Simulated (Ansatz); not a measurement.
# Decaying states in the gap of TeH3Br

A new crystal, TeH3Br: structure, gap and complex bands. It is built by putting Te for O in the H3BrO structure of space group Cm, with the volume rescaled by atomic radii. The parent structure comes from the Materials Project.

Program: Ansatz 0.2.0. Level of theory: PBE DFT, plane waves, PAW files, in the first sound run; inputs show where later runs differ. Results are calculated unless marked as measured.

The structure was built from a prototype and need not be the compound's stable phase.

**1. The starting structure**

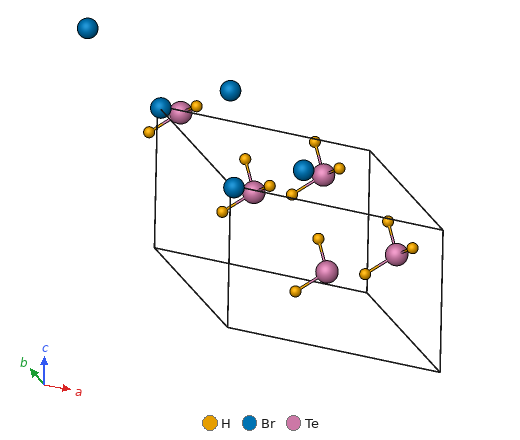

The cell as given, slightly off an axis (hydrogen orange, bromine blue, tellurium pink). 1×2×1 cells are drawn. This picture shows the conventional cell, with its axes. Some periodic images of atoms are drawn too.

**2. Relaxing the new crystal**

The substituted atoms don't fit the parent's cell, so cell and atoms relax together. A small smearing keeps the run stable in case the gap closes on the way.

Input file input.yaml:

```yaml
crystal:
  lattice:
    - [4.054065748, -2.879376831, 0.0]
    - [4.054065748, 2.879376831, 0.0]
    - [-1.9934641042, 0.0, 4.7496126131]
  atoms:
    - { symbol: H, position: [0.685528, 0.685528, 0.647559] }
    - { symbol: H, position: [0.692058, 0.357325, 0.319964] }
    - { symbol: H, position: [0.357325, 0.692058, 0.319964] }
    - { symbol: Br, position: [0.983913, 0.983913, 0.01134] }
    - { symbol: Te, position: [0.539758, 0.539758, 0.463714] }
kpoints:
  mp_grid: { grid: [6, 6, 6] }
scf:
  occupations: { method: gaussian, width: 0.03 }
hamiltonian:
  xc: pbe
output:
  forces: true
  stress: true
relax:
  f_tol: 0.02
  max_steps: 60
  cell: {}
```

Command:

```bash
$ ansatz run input.yaml --threads 2 --pin off --max-ram 4096MiB --backend cpu --events-out ev --progress --plain --runs-dir out
```

Numbers of over 12 decimals in the logs are rounded to 6 here.

Output:

```text
Engine: ansatz 0.2.0, x86_64-unknown-linux-gnu
Pseudopotentials: kind: paw
Pseudopotential: H, paw, valence charge 1, recommended cutoff 420 eV (normal), H.paw.azcp
Pseudopotential: Br, paw, valence charge 7, recommended cutoff 420 eV (normal), Br.paw.azcp
Pseudopotential: Te, paw, valence charge 16, recommended cutoff 420 eV (normal), Te.paw.azcp
Functional definition: PBE
  parameter kappa = 0.804
  parameter beta = 0.066725
  exchange = pbe_x(kappa = kappa, mu = beta*pi^2/3)
  correlation = pbe_c(beta = beta)
Crystal: 5 atoms, lattice volume = 110.886 Å³
Basis set: ecut = 420 eV, 2173 PW (Γ), exchange–correlation on 72×72×72 points (8 copies of the dense FFT grid, shifted against one another)
Bands: 18, of which v1, the nominal top of the filled ones, is band 13 counted from 1 (12 counted from 0)
Symmetry: 2 space group operations
Space group: Cm (ITA 8), of the structure as read, at distance tolerance 4.8e-5 Å
k-points: 68 of 216 (time reversal used)
Non-local potential: H, projectors of the file, l = 0: 2, l = 1: 1
Non-local potential: Br, projectors of the file, l = 0: 2, l = 1: 2, l = 2: 2
Non-local potential: Te, projectors of the file, l = 0: 2, l = 1: 2, l = 2: 2, l = 3: 2
PAW form: soft (Blöchl's): semilocal exchange-correlation on the pseudo side does not see the compensation charge
PAW one-centre angular grid: H, 110 points (default); XC on 64 Gauss nodes
PAW one-centre angular grid: Br, 110 points (default); XC on 64 Gauss nodes
PAW one-centre angular grid: Te, 590 points (default); XC on 64 Gauss nodes
Initial density: superposition of atomic densities (neutral atoms: chi_scale 0, normalization atom), corrected by the library's trained network
Initial wavefunctions: pseudopotential atomic-orbital guess
Functional: x = pbe(κ = 0.804, μ = 0.219515), c = pbe(β = 0.066725)
SCF iter   1: F=—  HF=-9797.465740 eV  |F-HF|=—  |Δ(HF+E_count)|=         —  Δρ=5.34e-3  dr2=4.86e-2  ethr=1.77e-3  ⟨swp⟩=7.1  Hψ=7712  notcnv=0
preconditioner: auto → Resta (q_TF=auto, 2.142 Å⁻¹)  ε∞=2.4  [insulator: Δε(μ)=4.617 eV  Ē_g=12.110 eV  σ=0.030 eV  W_gap=1.00  n_scr=18 (ndim 8)  ℏωp=14.1 eV  f_vac=0.214  D(μ)=0.00/eV (n_scr^D=0)  ε∞_Penn≈2.4]
SCF iter   2: F=—  HF=-9797.453770 eV  |F-HF|=—  |Δ(HF+E_count)|=   1.20e-2  Δρ=2.54e-3  dr2=9.93e-3  ethr=1.87e-4  ⟨swp⟩=3.1  Hψ=2787  notcnv=0  defer=68
SCF iter   3: F=—  HF=-9797.458608 eV  |F-HF|=—  |Δ(HF+E_count)|=   4.84e-3  Δρ=7.46e-4  dr2=1.03e-3  ethr=3.82e-5  ⟨swp⟩=2.0  Hψ=1753  notcnv=0  defer=68
SCF iter   4: F=—  HF=-9797.459927 eV  |F-HF|=—  |Δ(HF+E_count)|=   1.32e-3  Δρ=1.90e-4  dr2=5.23e-5  ethr=3.96e-6  ⟨swp⟩=2.0  Hψ=1972  notcnv=0  defer=68
SCF iter   5: F=—  HF=-9797.459986 eV  |F-HF|=—  |Δ(HF+E_count)|=   5.88e-5  Δρ=5.72e-5  dr2=4.09e-6  ethr=2.01e-7  ⟨swp⟩=2.0  Hψ=2039  notcnv=0  defer=68
SCF iter   6: F=—  HF=-9797.459990 eV  |F-HF|=—  |Δ(HF+E_count)|=   4.01e-6  Δρ=1.36e-5  dr2=2.41e-7  ethr=1.57e-8  ⟨swp⟩=2.0  Hψ=2040  notcnv=0  defer=68
SCF iter   7: F=-9797.459990 eV  HF=-9797.459990 eV  |F-HF|=1.85e-8  |Δ(HF+E_count)|=   3.06e-7  Δρ=3.52e-6  dr2=1.97e-8  ethr=3.85e-10  ⟨swp⟩=5.3  Hψ=4578  notcnv=0
SCF 1 converged in 7 iterations: F = -9797.459990 eV  dr2 = 1.97e-8
  greatest PAW one-centre occupation: 1.002 electrons in one spin orbital (limit 2), on the Te atom at site 4 (counted from 0), in its partial waves of l = 2
relax step   1: F+E_penalty+E_count = -9797.45999047 eV  Δ(F+E_penalty+E_count) = +0.000e0 eV  max|allowed force component| = 2.459e1 eV/Å  Δτ_max = 0.0000 Å  P = +43.346 GPa  Ω = 110.886 Å³  (7 SCF iters, dr2 threshold 1.00e-7 eV, accepted)
Crystal: 5 atoms, lattice volume = 114.899 Å³
Basis set: ecut = 420 eV, 2225 PW (Γ), exchange–correlation on 72×72×72 points (8 copies of the dense FFT grid, shifted against one another)
Initial density: handed on by an earlier stage of this run
Initial wavefunctions: those handed on with the density
iter 1 solved again at ethr=2.01e-3 eV; its pass at ethr=3.10e-3 eV (dr2=5.23e-1 eV) is discarded
SCF iter   1: F=—  HF=-9808.493397 eV  |F-HF|=—  |Δ(HF+E_count)|=         —  Δρ=2.95e-2  dr2=5.31e-1  ethr=2.01e-3  ⟨swp⟩=1.0  Hψ=9199  notcnv=0
preconditioner: auto → Resta (q_TF=auto, 2.130 Å⁻¹)  ε∞=2.6  [insulator: Δε(μ)=4.195 eV  Ē_g=11.034 eV  σ=0.030 eV  W_gap=1.00  n_scr=18 (ndim 8)  ℏωp=13.9 eV  f_vac=0.217  D(μ)=0.00/eV (n_scr^D=0)  ε∞_Penn≈2.6]
SCF iter   2: F=—  HF=-9808.446089 eV  |F-HF|=—  |Δ(HF+E_count)|=   4.73e-2  Δρ=1.45e-2  dr2=1.07e-1  ethr=2.01e-3  ⟨swp⟩=3.1  Hψ=2251  notcnv=0
SCF iter   3: F=—  HF=-9808.454974 eV  |F-HF|=—  |Δ(HF+E_count)|=   8.88e-3  Δρ=2.12e-3  dr2=3.23e-3  ethr=4.12e-4  ⟨swp⟩=3.1  Hψ=2094  notcnv=0  defer=2
SCF iter   4: F=—  HF=-9808.455753 eV  |F-HF|=—  |Δ(HF+E_count)|=   7.80e-4  Δρ=3.07e-4  dr2=2.05e-4  ethr=1.24e-5  ⟨swp⟩=2.5  Hψ=2532  notcnv=0  defer=68
SCF iter   5: F=—  HF=-9808.455926 eV  |F-HF|=—  |Δ(HF+E_count)|=   1.73e-4  Δρ=1.10e-4  dr2=1.59e-5  ethr=7.89e-7  ⟨swp⟩=2.2  Hψ=1761  notcnv=0  defer=68
SCF iter   6: F=-9808.455938 eV  HF=-9808.455937 eV  |F-HF|=1.10e-6  |Δ(HF+E_count)|=   1.12e-5  Δρ=2.08e-5  dr2=4.17e-7  ethr=1.92e-9  ⟨swp⟩=4.0  Hψ=5544  notcnv=0
SCF 2 converged in 6 iterations: F = -9808.455938 eV  dr2 = 4.17e-7
  greatest PAW one-centre occupation: 0.998 electrons in one spin orbital (limit 2), on the Te atom at site 4 (counted from 0), in its partial waves of l = 2
relax step   2: F+E_penalty+E_count = -9808.45593836 eV  Δ(F+E_penalty+E_count) = -1.100e1 eV  max|allowed force component| = 8.034e0 eV/Å  Δτ_max = 0.1926 Å  P = +12.915 GPa  Ω = 114.899 Å³  energy of the carried Pulay correction = -2.973e-3 eV  (6 SCF iters, dr2 threshold 5.00e-7 eV, accepted)
Crystal: 5 atoms, lattice volume = 118.190 Å³
Basis set: ecut = 420 eV, 2311 PW (Γ), exchange–correlation on 72×72×72 points (8 copies of the dense FFT grid, shifted against one another)
iter 1 solved again at ethr=3.08e-4 eV; its pass at ethr=3.10e-3 eV (dr2=8.01e-2 eV) is discarded
SCF iter   1: F=—  HF=-9810.144993 eV  |F-HF|=—  |Δ(HF+E_count)|=         —  Δρ=1.15e-2  dr2=7.90e-2  ethr=3.08e-4  ⟨swp⟩=1.2  Hψ=8908  notcnv=0
preconditioner: auto → Resta (q_TF=auto, 2.120 Å⁻¹)  ε∞=2.6  [insulator: Δε(μ)=3.765 eV  Ē_g=10.637 eV  σ=0.030 eV  W_gap=1.00  n_scr=18 (ndim 8)  ℏωp=13.7 eV  f_vac=0.217  D(μ)=0.00/eV (n_scr^D=0)  ε∞_Penn≈2.6]
SCF iter   2: F=—  HF=-9810.145220 eV  |F-HF|=—  |Δ(HF+E_count)|=   2.27e-4  Δρ=5.87e-3  dr2=2.20e-2  ethr=3.04e-4  ⟨swp⟩=2.0  Hψ=1566  notcnv=0
SCF iter   3: F=—  HF=-9810.148257 eV  |F-HF|=—  |Δ(HF+E_count)|=   3.04e-3  Δρ=6.16e-4  dr2=4.92e-4  ethr=8.45e-5  ⟨swp⟩=2.1  Hψ=1851  notcnv=0
SCF iter   4: F=—  HF=-9810.148567 eV  |F-HF|=—  |Δ(HF+E_count)|=   3.10e-4  Δρ=1.93e-4  dr2=5.15e-5  ethr=1.89e-6  ⟨swp⟩=2.5  Hψ=2155  notcnv=0
SCF iter   5: F=—  HF=-9810.148618 eV  |F-HF|=—  |Δ(HF+E_count)|=   5.13e-5  Δρ=3.99e-5  dr2=2.07e-6  ethr=1.98e-7  ⟨swp⟩=2.9  Hψ=2320  notcnv=0
SCF iter   6: F=-9810.148620 eV  HF=-9810.148620 eV  |F-HF|=2.22e-7  |Δ(HF+E_count)|=   2.25e-6  Δρ=9.35e-6  dr2=1.25e-7  ethr=1.92e-9  ⟨swp⟩=5.6  Hψ=4629  notcnv=0
SCF 3 converged in 6 iterations: F = -9810.148620 eV  dr2 = 1.25e-7
relax step   3: F+E_penalty+E_count = -9810.14862047 eV  Δ(F+E_penalty+E_count) = -1.693e0 eV  max|allowed force component| = 3.337e0 eV/Å  Δτ_max = 0.1988 Å  P = +5.015 GPa  Ω = 118.190 Å³  energy of the carried Pulay correction = -5.334e-3 eV  (6 SCF iters, dr2 threshold 5.00e-7 eV, accepted)
[... from here on, the SCF cycles and remarks between the steps are left out ...]
relax step   4: F+E_penalty+E_count = -9810.46384500 eV  Δ(F+E_penalty+E_count) = -3.152e-1 eV  max|allowed force component| = 6.748e-1 eV/Å  Δτ_max = 0.1900 Å  P = -0.150 GPa  Ω = 118.860 Å³  energy of the carried Pulay correction = -5.806e-3 eV  (6 SCF iters, dr2 threshold 5.00e-7 eV, accepted)
relax step   5: F+E_penalty+E_count = -9810.62101984 eV  Δ(F+E_penalty+E_count) = -1.572e-1 eV  max|allowed force component| = 3.339e-1 eV/Å  Δτ_max = 0.2000 Å  P = -0.511 GPa  Ω = 116.840 Å³  energy of the carried Pulay correction = -4.373e-3 eV  (6 SCF iters, dr2 threshold 5.00e-7 eV, accepted)
relax step   6: F+E_penalty+E_count = -9810.66445500 eV  Δ(F+E_penalty+E_count) = -4.344e-2 eV  max|allowed force component| = 1.329e-1 eV/Å  Δτ_max = 0.0863 Å  P = -0.084 GPa  Ω = 111.210 Å³  energy of the carried Pulay correction = -2.442e-4 eV  (6 SCF iters, dr2 threshold 5.00e-7 eV, accepted)
relax step   7: F+E_penalty+E_count = -9810.68096157 eV  Δ(F+E_penalty+E_count) = -1.651e-2 eV  max|allowed force component| = 2.777e-2 eV/Å  Δτ_max = 0.1047 Å  P = +0.091 GPa  Ω = 106.514 Å³  energy of the carried Pulay correction = +3.365e-3 eV  (6 SCF iters, dr2 threshold 5.00e-7 eV, accepted)
relax step   8: F+E_penalty+E_count = -9810.68085668 eV  Δ(F+E_penalty+E_count) = +1.049e-4 eV  max|allowed force component| = 1.380e-2 eV/Å  Δτ_max = 0.0058 Å  P = -0.010 GPa  Ω = 107.156 Å³  energy of the carried Pulay correction = +2.862e-3 eV  (5 SCF iters, dr2 threshold 4.82e-8 eV, accepted)
relax step   9: F+E_penalty+E_count = -9810.67971502 eV  Δ(F+E_penalty+E_count) = +1.142e-3 eV  max|allowed force component| = 1.357e-2 eV/Å  Δτ_max = 0.0000 Å  P = -0.077 GPa  Ω = 107.156 Å³  stress off target by 9.34e-2 GPa  SCF on the basis re-selected at this cell (its energy is not comparable with the rows above)  (6 SCF iters)
relax step  10: F+E_penalty+E_count = -9810.68017862 eV  Δ(F+E_penalty+E_count) = -4.636e-4 eV  max|allowed force component| = 7.414e-3 eV/Å  Δτ_max = 0.0118 Å  P = -0.019 GPa  Ω = 106.514 Å³  energy of the carried Pulay correction = +2.581e-4 eV  (5 SCF iters, dr2 threshold 2.18e-8 eV, accepted)
relax step  11: F+E_penalty+E_count = -9810.68033736 eV  Δ(F+E_penalty+E_count) = -1.587e-4 eV  max|allowed force component| = 4.673e-3 eV/Å  Δτ_max = 0.0072 Å  P = +0.008 GPa  Ω = 106.257 Å³  energy of the carried Pulay correction = +3.603e-4 eV  (7 SCF iters, accepted)
relax step  12: F+E_penalty+E_count = -9810.68042601 eV  Δ(F+E_penalty+E_count) = -8.865e-5 eV  max|allowed force component| = 1.595e-3 eV/Å  Δτ_max = 0.0059 Å  P = +0.005 GPa  Ω = 106.104 Å³  energy of the carried Pulay correction = +4.211e-4 eV  (7 SCF iters, accepted)
iter 1 solved again at ethr=8.13e-7 eV; its pass at ethr=3.10e-3 eV (dr2=2.11e-4 eV) is discarded
SCF iter   1: F=—  HF=-9810.679980 eV  |F-HF|=—  |Δ(HF+E_count)|=         —  Δρ=2.05e-5  dr2=5.16e-8  ethr=8.13e-7  ⟨swp⟩=3.5  Hψ=10668  notcnv=0
eigensolver tolerance schedule: the retry pair's looser diagonalisation over-reported the residual by 4094.84 of it (diagonalisation noise at an unbounded share of the residual, at the tolerance the schedule requests for it); recorded, not acted on — ethr = c·dr2/N_el stays at c = 1.0e-1
SCF iter   2: F=—  HF=-9810.679976 eV  |F-HF|=—  |Δ(HF+E_count)|=   3.36e-6  Δρ=1.04e-5  dr2=1.50e-8  ethr=1.99e-10  ⟨swp⟩=3.9  Hψ=2965  notcnv=0
SCF iter   3: F=—  HF=-9810.679976 eV  |F-HF|=—  |Δ(HF+E_count)|=   9.08e-8  Δρ=3.06e-6  dr2=8.26e-9  ethr=5.77e-11  ⟨swp⟩=2.0  Hψ=2108  notcnv=0
SCF iter   4: F=—  HF=-9810.679976 eV  |F-HF|=—  |Δ(HF+E_count)|=   2.97e-9  Δρ=6.41e-7  dr2=1.87e-10  ethr=3.18e-11  ⟨swp⟩=2.5  Hψ=1672  notcnv=0
SCF iter   5: F=-9810.679976 eV  HF=-9810.679976 eV  |F-HF|=1.82e-11  |Δ(HF+E_count)|=  1.71e-10  Δρ=2.42e-7  dr2=2.78e-11  ethr=1.00e-12  ⟨swp⟩=5.9  Hψ=4468  notcnv=0
SCF 13 converged in 5 iterations: F = -9810.679976 eV  dr2 = 2.78e-11
relax step  13: F+E_penalty+E_count = -9810.67997639 eV  Δ(F+E_penalty+E_count) = +4.496e-4 eV  max|allowed force component| = 1.416e-3 eV/Å  Δτ_max = 0.0000 Å  P = +0.006 GPa  Ω = 106.104 Å³  stress off target by 1.59e-2 GPa  SCF on the basis re-selected at this cell (its energy is not comparable with the rows above)  (5 SCF iters)
basis re-selected at this cell: Δ(F+E_penalty+E_count) = +4.496e-4 eV, ΔP = +0.001 GPa vs the last step (what re-selecting the basis moved, of the pressure what is left beyond the Pulay correction that the steps carried, after the strain that the cell walked since its last selection, with what the two solves' SCF thresholds leave and, on support functions, any second-order correction that the steps lacked; it is no m [...]
SCF converged after 5 iterations
Free energy (F): -9810.679976 eV
Harris-Foulkes:  -9810.679976 eV  (|F-HF|=1.82e-11)
Internal energy: -9810.679976 eV  (E = F + TS)
E sigma→0 (E₀):  -9810.679976 eV
Fermi energy:    3.266347 eV
--- Per-component energies (eV) ---
  E_band       = -403.333432
  E_kinetic    = 349.764341
  E_local      = -2129.324792  (includes V_loc(G=0)·N_el)
  E_nonlocal   = -235.397538
  E_hartree    = 1122.339639
  E_xc         = -413.256390
  E_vxc        = -239.161644  (∫ρ·V_xc dr)
  E_paw        = -6910.819339  (= ΣΔE_a)
  E_vpaw       = -393.889864  (= ΣTr[D̂ρ^β])
  E_aug_tail   = -0.003254  (compensation charges beyond the density's cutoff)
  E_ewald      = -1593.982643
  E_smearing   = -0.000000  (= −TS)
  E_closure    = 0.000000  (closes the sum)
  Σ components = -9810.679976   (vs F -9810.679976, Δ=0.00e0)
--- Forces (eV/Å), atoms counted from 1 ---
  atom   1  H      0.00041184    -0.00000000     0.00043712
  atom   2  H     -0.00037950     0.00084503     0.00006111
  atom   3  H     -0.00037950    -0.00084503     0.00006111
  atom   4  Br    -0.00106948    -0.00000000     0.00074254
  atom   5  Te     0.00141580     0.00000000    -0.00130149
  max |Σ_I F_I| component: 8.55e-7 eV/Å
--- Stress (GPa, compression-positive) ---
       -0.009388       0.000000       0.011211
        0.000000       0.015114      -0.000000
        0.011211      -0.000000       0.010901
  P = ⅓ Tr σ = 0.0055 GPa (0.055 kbar)
--- Relaxed structure (11 steps of the walk, 11 accepted, 2 SCFs on fresh bases) ---
  F+E_penalty+E_count = -9810.67997639 eV   max|allowed force component| = 1.416e-3 eV/Å   (the final SCF, on the basis selected at the relaxed cell)
  cell:  # Å, volume = 106.1044 Å³
    - [4.097427, -2.857427, -0.038848]
    - [4.097427, 2.857427, -0.038848]
    - [-2.060299, 6.352268438327294e-18, 4.550772]
  atoms:
    - { symbol: H, position: [0.718659, 0.718659, 0.711783] }
    - { symbol: H, position: [0.718828, 0.292386, 0.285505] }
    - { symbol: H, position: [0.292386, 0.718828, 0.285505] }
    - { symbol: Br, position: [1.039832, 1.039832, -0.035557] }
    - { symbol: Te, position: [0.488878, 0.488878, 0.515306] }
```

It took 37 s on 2 threads of Intel Xeon 6975P-C (Granite Rapids), shared host; peak memory 0.48 GiB.

Relaxation path:

```
step  energy less that of the first step (eV)  largest force component (eV/Å)  pressure (GPa)  volume (Å³)
   1                                   0.0000                         24.5869           43.35       110.89
   2                                 -10.9959                          8.0343           12.91       114.90
   3                                 -12.6886                          3.3367            5.01       118.19
   4                                 -13.0039                          0.6748           -0.15       118.86
   5                                 -13.1610                          0.3339           -0.51       116.84
   6                                 -13.2045                          0.1329           -0.08       111.21
   7                                 -13.2210                          0.0278            0.09       106.51
   8                                 -13.2209                          0.0138           -0.01       107.16
  9*                                 -13.2197                          0.0136           -0.08       107.16
  10                                 -13.2202                          0.0074           -0.02       106.51
  11                                 -13.2203                          0.0047            0.01       106.26
  12                                 -13.2204                          0.0016            0.00       106.10
 13*                                 -13.2200                          0.0014            0.01       106.10
```

Relaxation steps marked * repeat the geometry before them on a plane-wave basis chosen anew for their cell, so energy and pressure can jump there.

The run keeps the 2 symmetry operations that it works with, so distortions that break them were not tested.

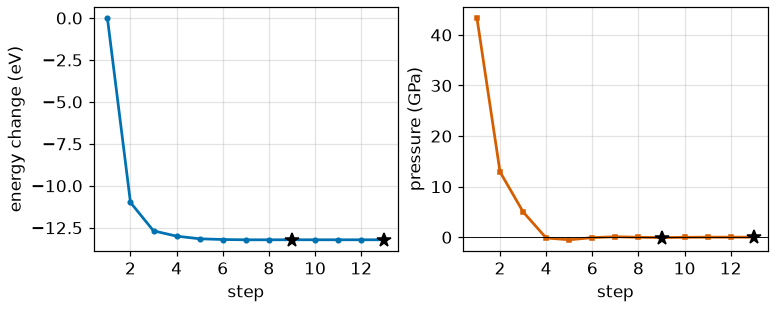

Energy and pressure along the relaxation. Stars mark steps on a basis chosen anew.

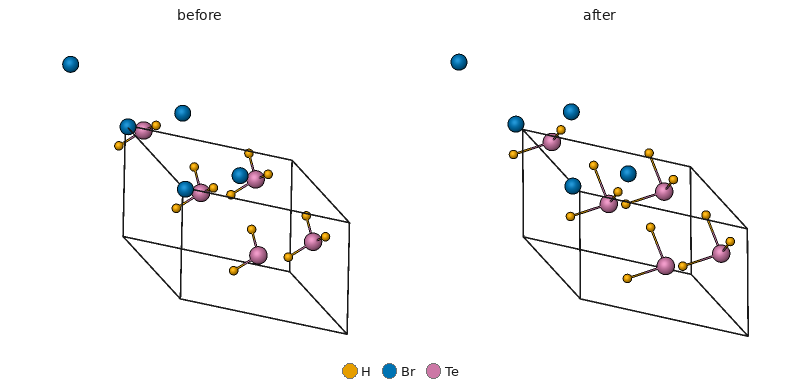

The structure before and after the relaxation, drawn at the same scale.

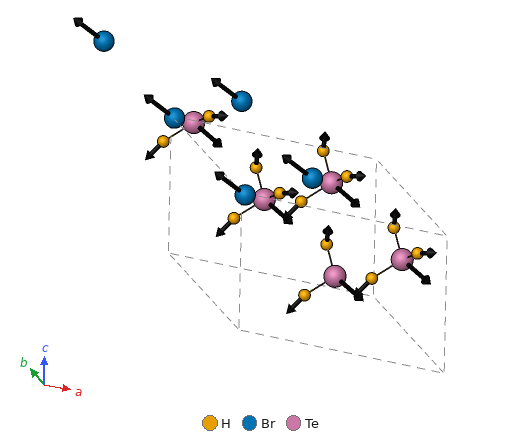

Displacements in the relaxation, exaggerated, measured against the changing cell; the longest in the cell stands for 0.60 Å. 1×2×1 conventional cells are drawn. Some periodic images of atoms are drawn too.

```
     cell as run  before   after  change
           a (Å)   4.973   4.996  +0.5 %
           b (Å)   4.973   4.996  +0.5 %
           c (Å)   5.151   4.995  -3.0 %
           α (°)  108.39  110.20  +1.7 %
           β (°)  108.39  110.20  +1.7 %
           γ (°)   70.77   69.78  -1.4 %
volume (Å³/atom)   22.18   21.22  -4.3 %
```

The atoms that moved most (Å, as changes of fractional coordinates times the final cell):

```
atom      dx      dy      dz  length
 Br4   0.555   0.000  -0.218   0.596
 Te5  -0.523   0.000   0.239   0.575
  H1   0.139   0.000   0.290   0.321
  H3  -0.085   0.262  -0.155   0.316
  H2  -0.085  -0.262  -0.155   0.316
```

This step gave:

- free energy: -9810.6800 eV
- Fermi energy: 3.266 eV
- pressure: 0.005542 GPa

The largest force component on a free atom ends at 0.0014 eV/Å.

(Continued in part 2 of 3.)

[Logs are printed without paths, hosts, clocks, repeated set-up lines and the standing remarks that a program may print on its own settings, such as how far it seeks lower states.]

[Hosts, paths, dates, database ids (printed as entryN), source tags and the programs' standing remarks are cut or masked in the printed files.]

[New means built here by substitution; the compound itself may be known and measured.]
